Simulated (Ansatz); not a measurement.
# Calculations on CH₆ClSi

Part 1: Relaxation

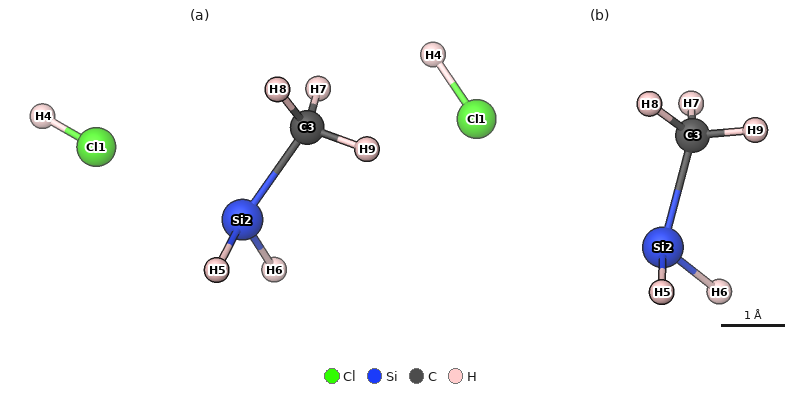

The structure of CH6ClSi (multiplicity 2) (started from a transition state, displaced along its imaginary mode) before (left) and after (right) a relaxation, at one scale.

A ball-and-stick model, seen at a tilt.

Level of theory: Ansatz, UKS PBE0-D4/def2-TZVP. Set-up: force threshold 0.005 eV/Å; at most 200 steps.

What changed between the two?

The largest move after the best rigid fit is that of H4, 1.00 Å. Largest moves by element: H 1.00 Å, Si 0.57 Å, Cl 0.57 Å, C 0.29 Å. Some distances before and after: Cl1–Si2 2.788 → 3.830 Å, Cl1–H4 1.058 → 1.280 Å, Si2–H6 1.474 → 1.491 Å, Si2–H5 1.475 → 1.491 Å. Bond angles that change, for instance: H5–Si2–H6 113.4° → 109.4°, C3–Si2–H6 114.6° → 111.9°, C3–Si2–H5 114.5° → 111.9°. Over 15 accepted moves (16 points after the start) the energy falls by 1.648 eV. Largest force component: 9.1 eV/Å at the start, 0.00097 eV/Å at the end. The line search rejected the trial step at point 8 of the run. Cost: 63 s on 4 threads of Arm Neoverse N1 (shared host).

Limits of the set-up: the start holds two separate molecules, 2.8 Å apart at their closest, whose relative position is a soft coordinate.

Part 2: Relaxation

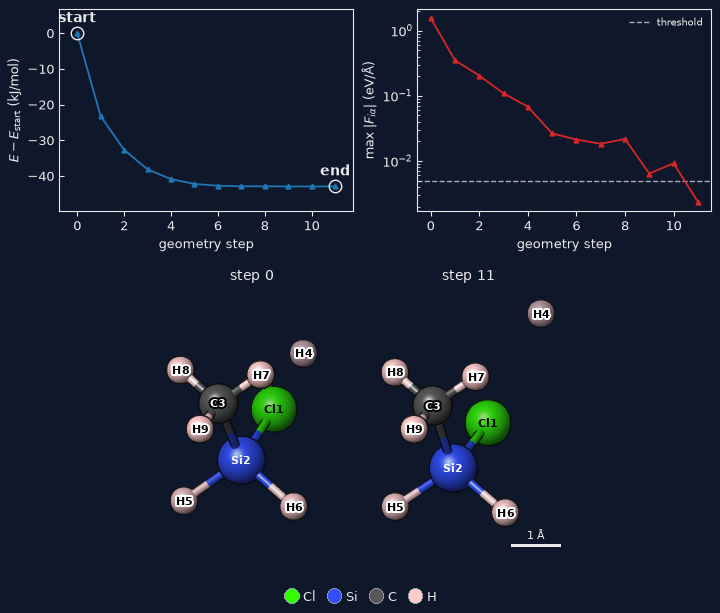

First and last geometry of a relaxation of CH6ClSi (multiplicity 2) (started from a transition state, displaced along its imaginary mode), with the history of the run. Style: ball-and-stick. Shown from a free direction.

The calculation used UKS PBE0-D4/def2-TZVP (Ansatz 0.2.0).

Input
```yaml
crystal:
  periodic: [false, false, false]
  atoms:
    - {symbol: Cl, position_ang: [0.916884, 0.207565, 1.683267]}
    - {symbol: Si, position_ang: [-0.170737, -0.712777, 0.291977]}
    - {symbol: C, position_ang: [-0.400742, 0.409853, -1.183744]}
    - {symbol: H, position_ang: [1.975035, 1.222681, 2.905184]}
    - {symbol: H, position_ang: [0.506272, -1.988006, -0.117095]}
    - {symbol: H, position_ang: [-1.500635, -1.091184, 0.876026]}
    - {symbol: H, position_ang: [-0.904681, 1.327076, -0.875883]}
    - {symbol: H, position_ang: [0.572738, 0.676879, -1.597676]}
    - {symbol: H, position_ang: [-0.994235, -0.052087, -1.982056]}
basis:
  gaussian: {orbitals: def2-TZVP}
magnetization: {spin_polarized: true, initial_magnetization: 1}
hamiltonian: {xc: pbe0, dispersion: d4}
relax: {f_tol: 0.005, max_steps: 200}
```

Command:
```bash
ansatz run in.yaml --threads 4 --pin off --events-out ev --progress --plain --max-ram 9574MiB
```

Q: Read the history and describe the run.

A: It converged. The energy falls by 42.9 kJ/mol in 11 geometry steps. The largest force component goes from 1.6 to 0.0024 eV/Å. H4 moves most after the best rigid fit: 1.39 Å. Largest moves by element: H 1.39 Å, Cl 0.28 Å, Si 0.27 Å, C 0.11 Å. Near-neighbour distances that change, for instance: Cl1–H4 1.909 → 3.523 Å, Cl1–Si2 1.991 → 2.062 Å, Si2–H5 1.501 → 1.483 Å, Si2–C3 1.868 → 1.857 Å. Bond angles that change, for instance: Si2–C3–H9 112.9° → 110.0°, H5–Si2–H6 107.0° → 109.5°, Cl1–Si2–H5 109.7° → 107.2°.

```tsv
step	E − E(0), kJ/mol	largest force component, eV/Å
0	0.00	1.5614
1	-23.24	0.3503
2	-32.63	0.2040
3	-38.11	0.1090
4	-40.83	0.0680
5	-42.20	0.0265
6	-42.69	0.0213
7	-42.85	0.0184
8	-42.85	0.0218
9	-42.89	0.0064
10	-42.90	0.0092
11	-42.90	0.0024
```

Part 3: Reaction

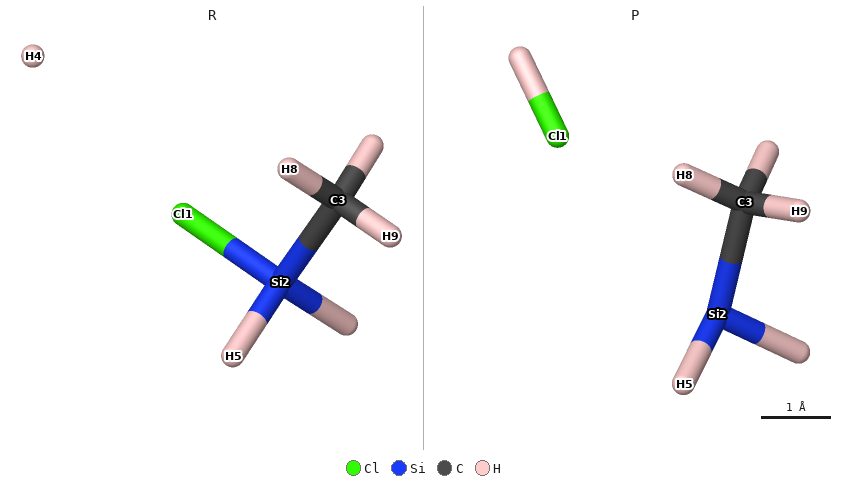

Reactant (R) and product (P) of one elementary step of CH6ClSi (multiplicity 2). A stick model, seen from a free direction.

Stationary points at PBE0-D4/def2-TZVP, single-point energies with CCSD(T)/CBS, BHLYP-D4, CAM-B3LYP-D4, B97M-V (def2-TZVPP where no basis is named; Ansatz 0.2.0). The energies are electronic, without zero-point or thermal terms, and both ends are the minima reached downhill from the saddle, with any fragments still in contact. CCSD(T)/CBS stands for a frozen-core estimate: MP2 correlation extrapolated from def2-TZVPP and def2-QZVPP, CCSD(T) minus MP2 from the smaller set.

R:
```xyz
9

Cl    0.7927   -0.0439    1.6532
Si   -0.3212   -0.8552    0.1192
C    -0.4591    0.3716   -1.2681
H     2.7407    1.9556    3.8024
H     0.3682   -2.0946   -0.3155
H    -1.6519   -1.1989    0.6773
H    -0.9488    1.2864   -0.9284
H     0.5285    0.6314   -1.6545
H    -1.0490   -0.0525   -2.0855
```

P:
```xyz
9

Cl    1.5389    0.9806    2.2405
Si   -0.5794   -1.2804   -0.0103
C    -0.3261    0.3218   -0.9483
H     2.1928    2.0171    2.6106
H     0.0170   -2.4442   -0.7258
H    -2.0217   -1.5478    0.2548
H    -0.7427    1.1634   -0.3918
H     0.7373    0.5122   -1.1041
H    -0.8161    0.2773   -1.9256
```

Q: Predict the saddle point between them and the barrier.

A: Counted by bonded pieces, R holds CH₅ClSi + H and P holds CH₅Si + HCl. From R over the saddle to P, a bond forms: Cl1–H4 (3.52 → 1.48 → 1.28 Å). A bond breaks: Cl1–Si2 (2.06 → 2.39 → 3.83 Å). The saddle has one imaginary mode, 443i cm⁻¹. With CCSD(T)/CBS the barrier is 89.5 kJ/mol from R and 60.8 kJ/mol from P, and P lies 28.7 kJ/mol above R.

```
       level  barrier from R (kJ/mol)  barrier from P (kJ/mol)  P less R (kJ/mol)
 CCSD(T)/CBS                     89.5                     60.8               28.7
    BHLYP-D4                     89.3                     64.0               25.3
CAM-B3LYP-D4                     79.3                     58.1               21.2
      B97M-V                     74.2                     47.0               27.2
```

Against CCSD(T)/CBS, BHLYP-D4 comes closest on the barrier from R (−0.2 kJ/mol) and B97M-V misses most (−15.3 kJ/mol).

Saddle geometry:

```xyz
9

Cl    1.0848    0.3679    1.8732
Si   -0.2274   -0.7722    0.2342
C    -0.4062    0.4096   -1.1951
H     1.9038    1.1576    2.8252
H     0.5030   -2.0124   -0.1356
H    -1.5299   -1.1102    0.8646
H    -0.9015    1.3272   -0.8718
H     0.5737    0.6719   -1.5986
H    -1.0004   -0.0395   -1.9961
```

The saddle point in the same view, with dashed sticks for the bonds that form or break:

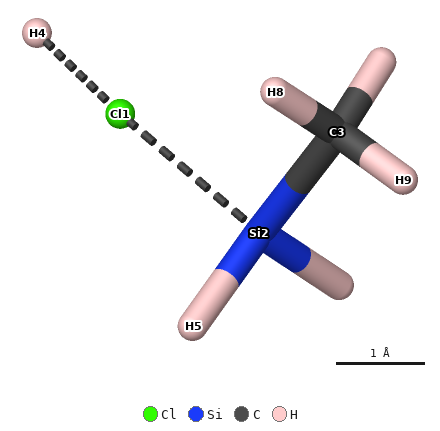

Limits of the set-up: the start holds two separate molecules, 3.5 Å apart at their closest, whose relative position is a soft coordinate.

Part 4: Path

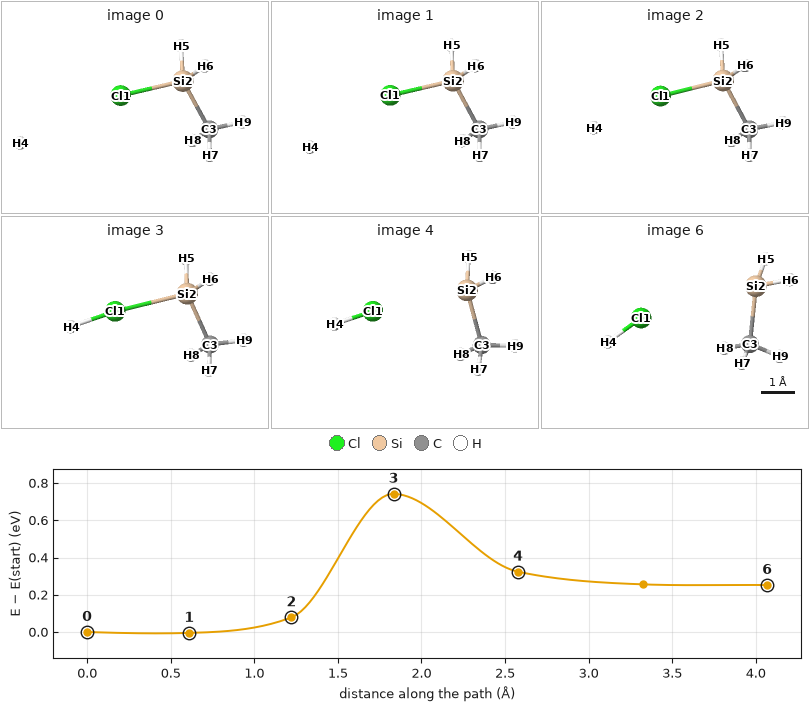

NEB run on CH$_{6}$ClSi (multiplicity 2), made up of CH5ClSi and H. Images are numbered from 0 (start) to 6 (end). Style: ball-and-stick. Shown at a tilt.

Computed with UKS PBE0-D4/def2-SVP (Ansatz 0.2.0). Run with 5 movable images; climbing image.

What happens along the path, and what is the barrier?

Answer. The energy climbs by 0.74 eV to image 3 and then falls by 0.49 eV, so the end point sits at +0.25 eV. Image 1 lies below both ends, at 0.00 eV, so an end isn't at the bottom of its valley. Breaking: Cl1–Si2 (2.06 → 2.39 at the top → 3.83 Å). Forming: Cl1–H4 (3.52 → 1.51 at the top → 1.28 Å). The band converged in 10 iterations. The largest component of the band force went from 3.2 to 0.041 eV/Å. The climbing image converged on the top of the path. Its curvatures weren't checked. The largest force component is 0.27 eV/Å at the start and 0.29 eV/Å at the end; an end with forces this large is no minimum, and the barrier measured from it can be far off.

Limits of the set-up: the start holds two separate molecules, 3.5 Å apart at their closest, whose relative position is a soft coordinate.
